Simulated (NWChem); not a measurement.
**C2H6S (dimethyl sulfide): levels of theory compared**

We compute a comparison of 6 runs (BHLYP/cc-pVDZ, M06-2X/cc-pVDZ, B3LYP/cc-pVDZ, M06-L/cc-pVDZ, PBE0/cc-pVDZ, r2SCAN/cc-pVDZ) of C2H6S (dimethyl sulfide). 

The results are computed with NWChem 7.3.0.

### 1 Starting point

C2H6S has 9 atoms, charge 0, and is taken as a singlet. SMILES: `CSC`. Geometry: relaxed at PBE0-D4/def2-TZVP.

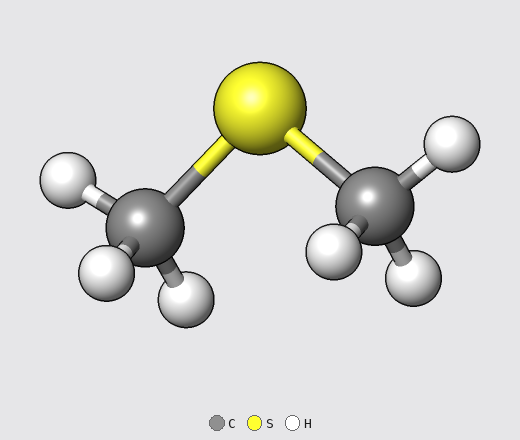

Viewed from a chosen angle; carbon grey, sulfur yellow, hydrogen white.

### 2 Energy and forces at BHLYP/cc-pVDZ (run 1)

The input, mol.nw:

```
start mol
memory 2200 mb

geometry noautosym nocenter noautoz
  C    -0.474900    1.046900   -0.732500
  S     0.826500   -0.185400   -0.836000
  C     0.522600   -1.063400    0.700100
  H    -1.461300    0.579200   -0.706700
  H    -0.404700    1.666000   -1.627400
  H    -0.347400    1.684100    0.145100
  H    -0.474300   -1.508800    0.710500
  H     1.262800   -1.861300    0.767400
  H     0.639300   -0.403800    1.562500
end

basis spherical bse
  C library cc-pVDZ
  S library cc-pVDZ
  H library cc-pVDZ
end

dft
  xc bhlyp
  grid xfine
  convergence energy 1e-08
  maxiter 100
  mulliken
  print low
end

task dft gradient
```

On the command line:

```
$ nwchem mol.nw > mol.out
```

Standard output:

```text
[...]
 d= 0,ls=0.0,diis     1   -477.9284588332 -5.89D+02  4.76D-03  1.69D-01    22.6
[...]
 d= 0,ls=0.0,diis     8   -477.9538744439 -9.94D-10  2.75D-07  2.58D-10   139.2
         Total DFT energy =     -477.953874443894
      One electron energy =     -877.364876649390
           Coulomb energy =      326.774029395857
    Exchange-Corr. energy =      -38.760101156716
 Nuclear repulsion energy =      111.397073966355
[...]
                         DFT ENERGY GRADIENTS
    atom               coordinates                        gradient
                 x          y          z           x          y          z
   1 C      -0.897431   1.978354  -1.384224    0.003036  -0.003337   0.000334
   2 S       1.561859  -0.350355  -1.579811   -0.004779   0.001046   0.004879
   3 C       0.987571  -2.009535   1.322997    0.000203   0.002606  -0.003696
   4 H      -2.761457   1.094529  -1.335469    0.000911   0.000254  -0.000124
   5 H      -0.764772   3.148283  -3.075340    0.000129  -0.000621   0.000633
   6 H      -0.656491   3.182488   0.274199    0.000079  -0.000557  -0.000743
   7 H      -0.896297  -2.851219   1.342650    0.000888   0.000372  -0.000200
   8 H       2.386346  -3.517347   1.450176   -0.000496   0.000696  -0.000259
   9 H       1.208102  -0.763071   2.952697    0.000029  -0.000459  -0.000824
 Task  times  cpu:      164.9s     wall:      164.9s
[...]
```

It took 2.8 min on 1 thread of AMD EPYC (Zen 3), shared host; peak memory 0.14 GiB.

### 3 Energy and gradient at M06-2X/cc-pVDZ (run 2)

The input, run.py:

```python
from ase import Atoms
from ase.calculators.nwchem import NWChem

atoms = Atoms(['C', 'S', 'C', 'H', 'H', 'H', 'H', 'H', 'H'], positions=[
    [-0.474900, 1.046900, -0.732500],
    [0.826500, -0.185400, -0.836000],
    [0.522600, -1.063400, 0.700100],
    [-1.461300, 0.579200, -0.706700],
    [-0.404700, 1.666000, -1.627400],
    [-0.347400, 1.684100, 0.145100],
    [-0.474300, -1.508800, 0.710500],
    [1.262800, -1.861300, 0.767400],
    [0.639300, -0.403800, 1.562500],
])

calc = NWChem(
    label='job',
    theory='dft',
    memory='2200 mb',
    basis='cc-pVDZ',
    basispar='spherical bse',
    dft={'xc': 'm06-2x', 'mult': '1', 'grid': 'xfine', 'convergence': 'energy 1e-08', 'iterations': '100', 'mulliken': None, 'print': 'low'},
)
atoms.calc = calc

forces = atoms.get_forces()
print(f"energy = {atoms.get_potential_energy():.6f} eV")
print("forces (eV/A):")
for s, f in zip(atoms.symbols, forces):
    print(f"{s:2s} {f[0]:10.5f} {f[1]:10.5f} {f[2]:10.5f}")
```

On the command line:

```
$ export ASE_NWCHEM_COMMAND="nwchem PREFIX.nwi > PREFIX.nwo"
$ python run.py
```

Standard output:

```text
energy = -13005.458017 eV
forces (eV/A):
C    -0.09045    0.06464    0.03574
S     0.35306   -0.07749   -0.36057
C    -0.04237   -0.03445    0.10274
H    -0.23125   -0.11873    0.01028
H     0.02134    0.13817   -0.20697
H     0.03440    0.14403    0.21253
H    -0.24194   -0.09971   -0.00288
H     0.17216   -0.18059    0.00941
H     0.02504    0.16409    0.19967
```

The calculator wrote job.nwi:

```
title "job"

permanent_dir job

scratch_dir job

start job

geometry units angstrom nocenter noautosym noautoz
  C  -4.7489999999999999e-01 1.0468999999999999e+00 -7.3250000000000004e-01
  S  8.2650000000000001e-01 -1.8540000000000001e-01 -8.3599999999999997e-01
  C  5.2259999999999995e-01 -1.0633999999999999e+00 7.0009999999999994e-01
  H  -1.4613000000000000e+00 5.7920000000000005e-01 -7.0669999999999999e-01
  H  -4.0470000000000000e-01 1.6659999999999999e+00 -1.6274000000000000e+00
  H  -3.4739999999999999e-01 1.6840999999999999e+00 1.4510000000000001e-01
  H  -4.7430000000000000e-01 -1.5087999999999999e+00 7.1050000000000002e-01
  H  1.2627999999999999e+00 -1.8613000000000000e+00 7.6739999999999997e-01
  H  6.3929999999999998e-01 -4.0379999999999999e-01 1.5625000000000000e+00
end

memory 2200 mb

basis spherical bse noprint
   * library cc-pVDZ
end

dft
  xc m06-2x
  mult 1
  grid xfine
  convergence energy 1e-08
  iterations 100
  mulliken
  print low
end

task dft gradient
```

job.nwo:

```text
Northwest Computational Chemistry Package (NWChem) 7.3.0
             --------------------------------------------------------

           Job information
           ---------------

    nwchem branch   = 7.3.0
    use scalapack   = T
    input           = job.nwi
    prefix          = job.
    data base       = job/job.db
    status          = startup
    nproc           =        1

           Memory information
           ------------------

[... 5 lines left out ...]
    hardfail = no
[... 38 lines left out ...]
            Nuclear Dipole moment (a.u.)
[... 84 lines left out ...]
         Total DFT energy =     -477.941770617303
[... 1 line left out ...]
           Coulomb energy =      326.791191924255
[... 1 line left out ...]
 Nuclear repulsion energy =      111.397073966355
[... 29 lines left out ...]
                         DFT ENERGY GRADIENTS

    atom               coordinates                        gradient
                 x          y          z           x          y          z
   1 C      -0.897431   1.978354  -1.384224    0.001759  -0.001257  -0.000695
   2 S       1.561859  -0.350355  -1.579811   -0.006866   0.001507   0.007012
   3 C       0.987571  -2.009535   1.322997    0.000824   0.000670  -0.001998
[... 5 lines of this table left out ...]
   9 H       1.208102  -0.763071   2.952697   -0.000487  -0.003191  -0.003883

 Task  times  cpu:      187.1s     wall:      187.1s
 Total times  cpu:      187.2s     wall:      187.2s
```

It took 3.2 min on 1 thread of AMD EPYC (Zen 3), shared host; peak memory 0.14 GiB.

Runs 3 to 5 aren't shown in full; the table further down has their settings and results.

### 4 Energy and gradient at r2SCAN/cc-pVDZ (run 6)

The input, job.nw:

```
start job
memory 2200 mb
charge 0
geometry units angstrom noautosym nocenter noautoz
  C       -0.474900       1.046900      -0.732500
  S        0.826500      -0.185400      -0.836000
  C        0.522600      -1.063400       0.700100
  H       -1.461300       0.579200      -0.706700
  H       -0.404700       1.666000      -1.627400
  H       -0.347400       1.684100       0.145100
  H       -0.474300      -1.508800       0.710500
  H        1.262800      -1.861300       0.767400
  H        0.639300      -0.403800       1.562500
end
basis spherical bse
  * library cc-pVDZ
end
dft
  xc r2scan
  grid xfine
  convergence energy 1e-08
  maxiter 100
  mulliken
end
task dft gradient
```

On the command line:

```
$ nwchem job.nw > job.out
```

Standard output:

```text
[...]
          Wavefunction type:  closed shell.
          No. of atoms     :     9
          No. of electrons :    34
[...]
          Charge           :     0
          Spin multiplicity:     1
[...]
          AO basis - number of functions:    76
[...]
              XC Information
              --------------
                      r^2SCAN Method XC Functional
               r^2SCAN metaGGA Exchange Functional  1.000
                     r^2SCAN Correlation Potential  1.000
[...]
 d= 0,ls=0.0,diis     1   -477.9083528240 -5.89D+02  6.08D-03  2.06D-01    19.2
[...]
 d= 0,ls=0.0,diis     8   -477.9307473477 -2.59D-09  2.80D-07  3.69D-10   118.9
         Total DFT energy =     -477.930747347726
      One electron energy =     -877.345842419203
           Coulomb energy =      326.735434166114
    Exchange-Corr. energy =      -38.717413060992
 Nuclear repulsion energy =      111.397073966355
[...]
  wavefunction    = closed shell
                         DFT ENERGY GRADIENTS
    atom               coordinates                        gradient
                 x          y          z           x          y          z
   1 C      -0.897431   1.978354  -1.384224    0.000836  -0.000652  -0.000272
   2 S       1.561859  -0.350355  -1.579811   -0.007987   0.001755   0.008156
   3 C       0.987571  -2.009535   1.322997    0.000325   0.000378  -0.000967
   4 H      -2.761457   1.094529  -1.335469    0.006261   0.002631  -0.000195
   5 H      -0.764772   3.148283  -3.075340   -0.000338  -0.003498   0.004976
   6 H      -0.656491   3.182488   0.274199   -0.000530  -0.004092  -0.005371
   7 H      -0.896297  -2.851219   1.342650    0.006179   0.002874  -0.000355
   8 H       2.386346  -3.517347   1.450176   -0.004109   0.004474  -0.000435
   9 H       1.208102  -0.763071   2.952697   -0.000638  -0.003869  -0.005537
[...]
```

Run time: 2.7 min. Hardware: 1 thread of AMD EPYC (Zen 3), shared host; peak memory 0.14 GiB.

### 5 Overview of the runs

| run | level | energy (Eh) | largest force (eV/Å) | wall time |
| --- | --- | --- | --- | --- |
| 1 | BHLYP/cc-pVDZ | -477.953874 | 0.355 | 2.8 min |
| 2 | M06-2X/cc-pVDZ | -477.941771 | 0.511 | 3.2 min |
| 3 | B3LYP/cc-pVDZ | -478.029805 | 0.813 | 2.4 min |
| 4 | M06-L/cc-pVDZ | -477.998950 | 0.408 | 3.2 min |
| 5 | PBE0/cc-pVDZ | -477.772699 | 0.372 | 2.2 min |
| 6 | r2SCAN/cc-pVDZ | -477.930747 | 0.594 | 2.7 min |

### 6 Summary of results

| quantity | value |
| --- | --- |
| run 6: total energy | -477.93075 Eh |
| run 6: dipole moment | 1.57 D |
| run 6: HOMO energy | -5.12 eV |
| run 6: LUMO energy | 0.85 eV |
| run 6: HOMO–LUMO gap | 5.97 eV |
| run 6: largest force on an atom | 0.594 eV/Å |

Over runs 3, 4, 5, 6 the dipole moment (its size) runs from 1.46 D (B3LYP/cc-pVDZ) to 1.57 D (r2SCAN/cc-pVDZ). Over runs 3, 4, 5, 6 the HOMO–LUMO gap runs from 5.97 eV (r2SCAN/cc-pVDZ) to 7.67 eV (PBE0/cc-pVDZ). Totals of different functionals can't be ranked against each other. All runs together took 16 min, the longest 3.2 min.
